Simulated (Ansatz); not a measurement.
Run report: CH$_{10}$O$_{6}$, molecular dynamics (part 5 of 5)

Continued. System: CH$_{10}$O$_{6}$ (disordered cell, 17 atoms in the cell). Method: DFT PBE-D3(BJ), scalar-relativistic, plane waves, PAW, no spin polarisation (Ansatz 0.2.0); cutoff 420 eV, 1×1×1 k-mesh, Fermi–Dirac smearing of 0.02 eV. It belongs to a series of runs on one base structure; here: dynamics from the last frame of the run before.

Geometry of the input (Å; fractional positions):
```
5.6774  0.0000  0.0000
0.0000  5.6774  0.0000
0.0000  0.0000  5.6774
O  0.0711  0.6555  0.0403
H  0.1548  0.5608  -0.0805
H  0.1584  0.8138  0.0413
O  0.2297  0.4006  0.6455
H  0.0606  0.4300  0.5863
H  0.2687  0.2303  0.6520
O  0.6368  0.6969  0.8616
H  0.7936  0.7024  0.9352
H  0.6841  0.6798  0.6945
O  0.8038  0.5427  0.4611
H  0.8859  0.6202  0.3268
H  0.7450  0.3867  0.3976
O  0.4057  0.0295  0.9694
C  0.4803  0.1899  1.1131
O  0.6578  0.1766  1.2387
H  0.5340  -0.1334  0.9205
H  0.3693  0.3463  1.1055
```

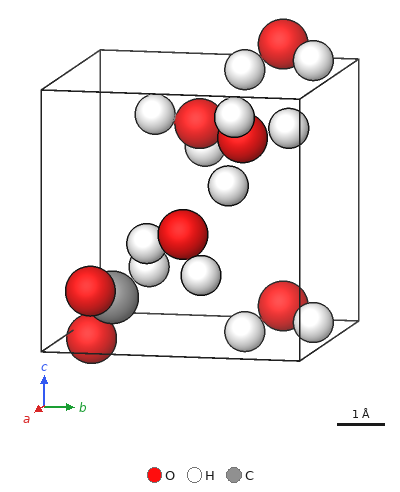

**Figure 1.** The geometry at step 391 of the log (spheres-only view of the cell of the calculation, seen slightly off an axis).

Trajectory as extended XYZ, continued:
```
17
Lattice="5.6774 0.0000 0.0000 0.0000 5.6774 0.0000 0.0000 0.0000 5.6774" Properties=species:S:1:pos:R:3:forces:R:3 step=372 time_fs=186.0 energy=-3816.12171 temperature=309.5
O     0.0956    4.0269    0.3014   -0.7044  -0.7038  -0.2610
H     0.6570    3.3722   -0.3002   -0.3120   0.1748   0.2980
H     0.4617    4.9048    0.1968    0.5439   0.9241   0.1421
O     1.1154    2.4796    4.4042    0.1989   0.5399  -0.6529
H     0.4717    2.4182    3.6709   -0.2527  -0.0758  -0.2635
H     1.5246    1.6177    4.5977    0.0983  -0.6904   0.2858
O     3.6401    3.9575    4.4241    0.2613  -0.2662   0.3673
H     4.4732    4.1078    5.0142    0.1495  -0.3174   0.0094
H     3.8628    3.5561    3.4697    0.3931   0.3871   0.2930
O     4.8119    2.8784    2.4993   -0.4003  -0.9089  -0.8625
H     5.2253    3.3440    1.7031   -0.1195   0.4206   0.3580
H     4.4536    2.0399    2.0178    0.1609   0.2828   0.5795
O     2.2324    0.3460    5.4355   -0.5692  -0.7667  -1.3032
C     2.8037    0.8530    6.4336   -0.6146  -0.2045   1.0365
O     3.9821    0.7210    6.7562    1.5408   0.3759   0.4468
H     2.9853   -0.9989    4.6607   -0.1746   0.5260  -0.2472
H     2.1410    1.3752    7.1826   -0.1993   0.3026  -0.2262
17
Lattice="5.6774 0.0000 0.0000 0.0000 5.6774 0.0000 0.0000 0.0000 5.6774" Properties=species:S:1:pos:R:3:forces:R:3 step=381 time_fs=190.5 energy=-3815.92089 temperature=213.1
O     0.0988    4.0309    0.3021    0.0954   0.7091  -1.7634
H     0.6024    3.3254   -0.3267   -0.1118   0.1755   0.6902
H     0.5483    4.9017    0.0484   -0.4145  -0.8371   0.7804
O     1.1385    2.4712    4.3838   -0.6038  -1.2238  -1.6020
H     0.4117    2.3647    3.6896    0.5930   0.5259   0.3954
H     1.4808    1.5297    4.5118   -0.0190   0.7379   0.6731
O     3.6254    3.9537    4.4320    0.9127   0.2971   2.3718
H     4.5615    4.0179    5.0461   -0.9688   0.2296  -0.1811
H     3.8248    3.6295    3.5262    0.4292  -0.1803  -1.1782
O     4.8051    2.8989    2.5074   -0.2799  -0.8034  -0.1775
H     5.1735    3.2983    1.6857    0.3536   0.8461  -0.0214
H     4.4389    2.0653    2.1027   -0.1360  -0.4317   0.1596
O     2.2331    0.3365    5.4506   -0.7703  -0.6678  -1.4220
C     2.8123    0.8802    6.4364   -1.4610  -0.2986   0.7976
O     3.9767    0.7047    6.7527    1.7608   0.5416   0.8149
H     2.9978   -0.9544    4.6148    0.2412   0.3504   0.1724
H     2.1130    1.4504    7.1537    0.3793   0.0293  -0.5097
17
Lattice="5.6774 0.0000 0.0000 0.0000 5.6774 0.0000 0.0000 0.0000 5.6774" Properties=species:S:1:pos:R:3:forces:R:3 step=391 time_fs=195.5 energy=-3816.10172 temperature=300.1
O     0.1002    4.0400    0.2833   -1.1867  -0.6616   0.3157
H     0.5330    3.2956   -0.2323    0.5978  -0.3577  -0.2316
H     0.6019    4.8166    0.0290    0.6023   1.0376   0.1323
O     1.1590    2.4495    4.3433    0.1316   0.1031  -0.1541
H     0.4069    2.3962    3.7343   -0.3446   0.0214  -0.6512
H     1.4454    1.5341    4.5560    0.1521  -0.2689   0.3399
O     3.6210    3.9523    4.4645   -0.8826   0.7373  -1.0688
H     4.4620    3.9678    5.0345    0.2061   0.4868   0.2587
H     3.8726    3.6975    3.4519    0.3222  -0.1048   1.0740
O     4.7937    2.9120    2.5121   -0.2715   0.0593  -0.1906
H     5.1652    3.3932    1.6974   -0.2556  -0.3875   0.4574
H     4.4092    2.0279    2.2241    0.3002   0.3482  -0.5500
O     2.2240    0.3172    5.4489   -0.0771  -0.0975  -0.2311
C     2.8003    0.9018    6.4508    0.6678  -1.5147  -1.0774
O     3.9922    0.6946    6.7599   -0.4068   0.8149   0.7279
H     3.0594   -0.8388    4.6149    0.5904  -0.6316   0.5259
H     2.1386    1.5604    7.0372   -0.1459   0.4157   0.3231
17
Lattice="5.6774 0.0000 0.0000 0.0000 5.6774 0.0000 0.0000 0.0000 5.6774" Properties=species:S:1:pos:R:3:forces:R:3 step=400 time_fs=200.0 energy=-3816.09170 temperature=295.3
O     0.0917    4.0451    0.2652    0.4214   0.2238  -0.0581
H     0.5647    3.2369   -0.1677    0.0475   0.6692  -0.2902
H     0.7026    4.8271    0.0758   -0.5732  -0.7404   0.3295
O     1.1770    2.4284    4.3020   -0.4610  -0.0122  -0.1250
H     0.3855    2.4329    3.6889    0.7085  -0.3770   0.3256
H     1.4269    1.5287    4.6656   -0.3030   0.0996  -0.5010
O     3.6079    3.9590    4.4853    0.4056  -0.0642   0.1464
H     4.4235    4.0065    5.0910    0.7798  -0.1566   0.3163
H     3.9740    3.7369    3.5343   -0.1066  -0.1867   0.0791
O     4.7800    2.9233    2.5160   -0.4641  -0.2168   1.2453
H     5.1311    3.4421    1.7647    0.2660   0.0476  -0.8071
H     4.4254    2.0337    2.2291    0.1454   0.2453  -0.7003
O     2.2142    0.2980    5.4436    0.4318   0.2923   0.9014
C     2.7966    0.8999    6.4499    0.8811  -0.4309  -0.9742
O     4.0027    0.6955    6.7754   -1.6348   0.6864   0.4035
H     3.2053   -0.8223    4.6999   -0.9900   0.5567  -0.1590
H     2.1639    1.7085    6.9634    0.4455  -0.6361  -0.1322
```
